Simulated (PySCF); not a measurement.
**B6ClH9 (nido-B6H10 (Cl for H, site d on B)): density, localisation and related maps**

```xyz
16

B    -1.0095   -1.0955    0.2028
B    -0.8099    0.2224    1.2567
B     0.7789    0.8003   -1.0855
B     0.0635    1.5655    0.6009
B     0.5799   -0.1763    0.3130
B    -0.0677   -1.9501   -0.8148
H    -2.1354   -1.4171    0.2061
H    -1.0866    0.1143    2.3929
H     1.8548    1.1890   -1.3611
H     0.5640    2.3232    1.3456
Cl    2.0168   -0.9032    1.1770
H     0.6340   -2.8356   -0.5056
H    -0.2826   -1.8794   -1.9664
H    -1.2473    1.3638    0.7855
H     0.0880    2.0216   -0.5401
H     0.0592    0.6571   -2.0071
```

Geometry: GFN2-xTB.

Computed with PBE0/pcSseg-1, SCF density, gas phase, non-relativistic in PySCF 2.14.0.

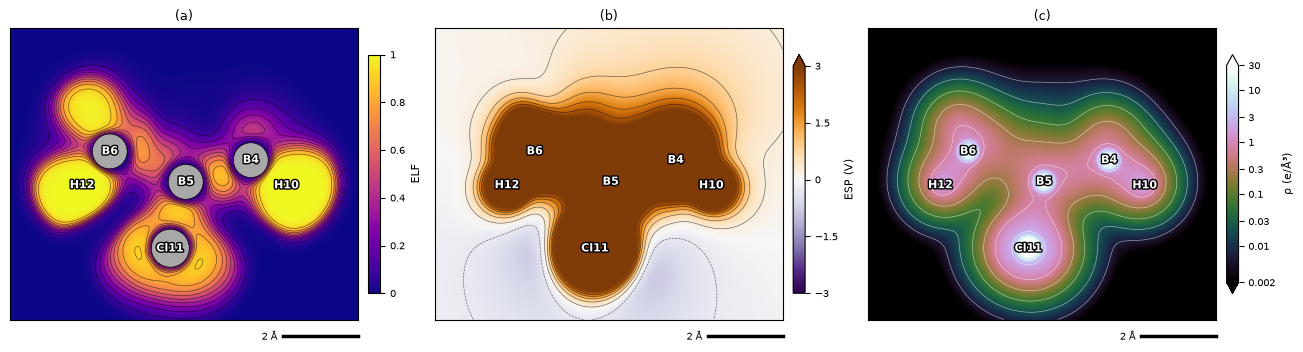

Figure 1. (a) ELF; (b) molecular electrostatic potential; (c) electron density on the plane of atoms B5, B4 and H10. Grey discs cover the atomic cores in the ELF map.

**What does the map show?**

The section cuts through B, H and Cl sites. B–Cl (1.83 Å): ρ is about 1.2 e/Å³ halfway; the ELF peaks at about 0.90 between the atoms: a shared but strongly polarised pair. B–H (1.17 Å): ρ is about 1.3 e/Å³ halfway; the ELF climbs to about 1 towards the hydrogen, as it does in any bond to H: a covalent bond by its length. B–B (1.84 Å): ρ is about 0.73 e/Å³ halfway; the ELF peaks at about 0.85 between the atoms (localised, covalent bonding). The ELF also peaks beside Cl11, away from the bonds: lone-pair regions. Outside the dense part of the molecule the potential is most negative (−0.8 V) near Cl11.

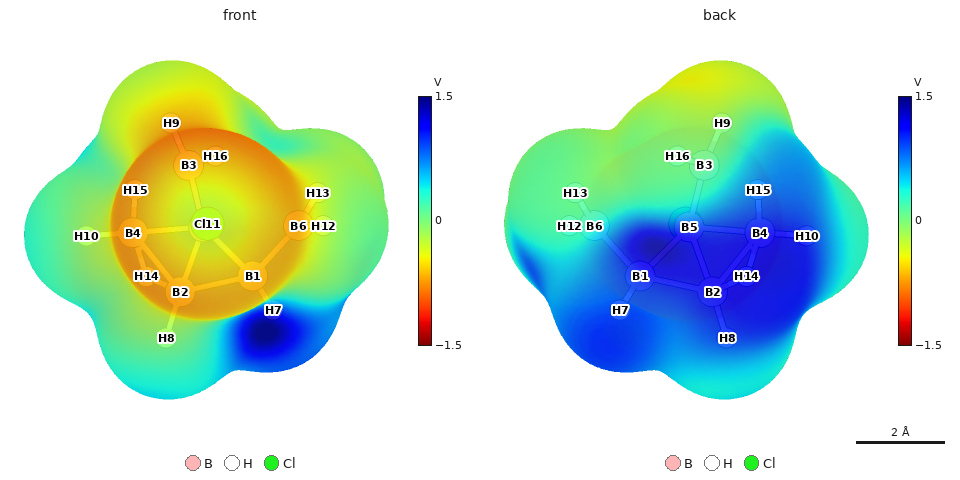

Figure 2. The molecular electrostatic potential painted on the density surface at 0.001 e/bohr³, seen from the front and from behind; the colour scale runs from red (negative) to blue (positive).

**Where is the surface potential most negative and most positive?**

The most negative region (about −0.9 V, or −21 kcal/mol for a unit charge) lies over Cl11, the most positive (about +1.4 V, or +32 kcal/mol for a unit charge) over B1.

**What dipole moment does the calculation give?**

Its dipole moment is 3.44 D.
